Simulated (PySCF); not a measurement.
# C₅H₇N₃Si (SMILES C#Cc1nnc([SiH3])n1C): what the fields show

```tsv
atom	x (Å)	y (Å)	z (Å)
C	3.5979	-0.8015	0.0059
C	2.4132	-0.9178	-0.1528
C	1.0243	-1.0303	-0.3190
N	0.3728	-2.0756	-0.7752
N	-0.9236	-1.7813	-0.7682
C	-1.0856	-0.5618	-0.3116
Si	-2.7412	0.2854	-0.1040
N	0.1367	-0.0335	-0.0079
C	0.4248	1.2732	0.5027
H	4.6363	-0.7261	0.1324
H	-3.7843	-0.6150	-0.5638
H	-2.6977	1.5366	-0.8719
H	-2.8843	0.6254	1.3181
H	-0.1711	1.4658	1.3963
H	1.4844	1.3309	0.7521
H	0.1897	2.0347	-0.2446
```

Geometry: GFN2-xTB.

Computed with PBE0/pcSseg-1, SCF density, gas phase, non-relativistic (PySCF).

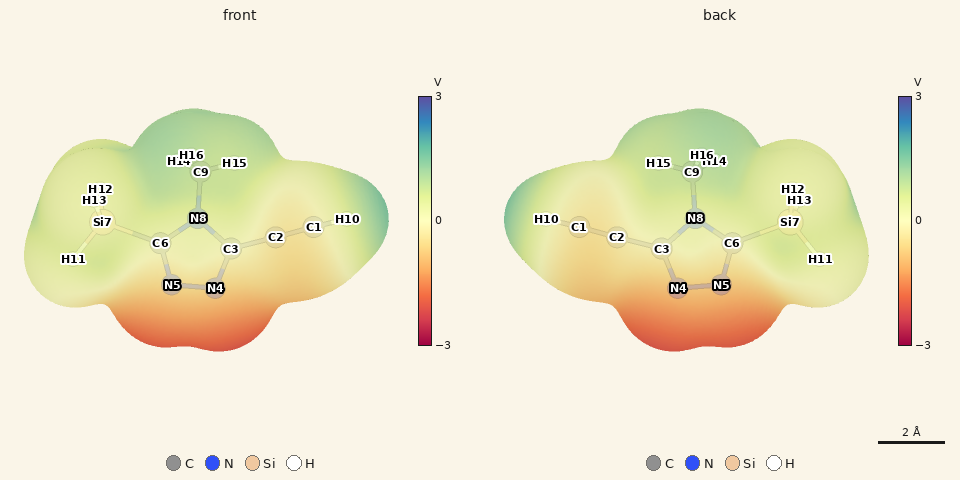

Figure 1. The electrostatic potential painted on the density surface at 0.001 e/bohr³, seen from the front and from behind; red is negative and blue positive.

### Which sites attract a positive test charge, and which a negative one?

A positive charge is drawn to the negative regions and a negative charge to the positive ones. The most negative region (about −2.0 V, or −46 kcal/mol for a unit charge) lies over N4, the most positive (about +1.5 V, or +35 kcal/mol for a unit charge) over H10. N4 is the likeliest acceptor of a hydrogen bond.

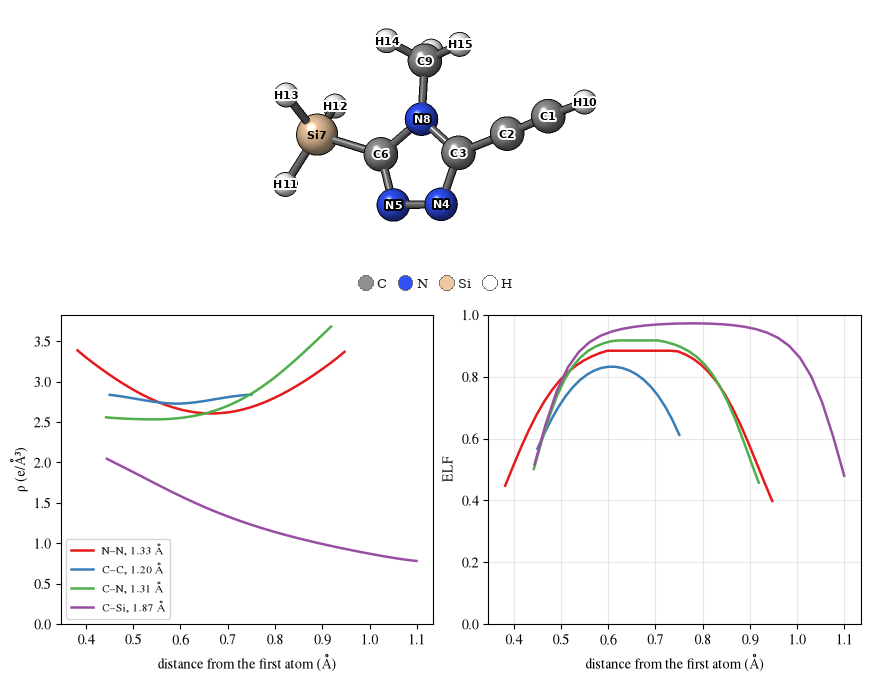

Figure 2. Total electron density and ELF along straight lines between neighbouring atoms. The curves leave out the atomic cores. The structure is drawn too.

### What kind of bonding do the profiles show?

N–N (1.33 Å): the density is about 2.6 e/Å³ at the midpoint; the ELF peaks at about 0.90 between the atoms: a covalent bond.
C–C (1.20 Å): the density is about 2.7 e/Å³ at the midpoint; the ELF peaks at about 0.85 between the atoms: a multiple bond.
C–N (1.31 Å): the density is about 2.6 e/Å³ at the midpoint; the ELF peaks at about 0.90 between the atoms; a covalent bond.
C–Si (1.87 Å): ρ is about 0.95 e/Å³ halfway; the ELF peaks at about 1 between the atoms (a shared electron pair).
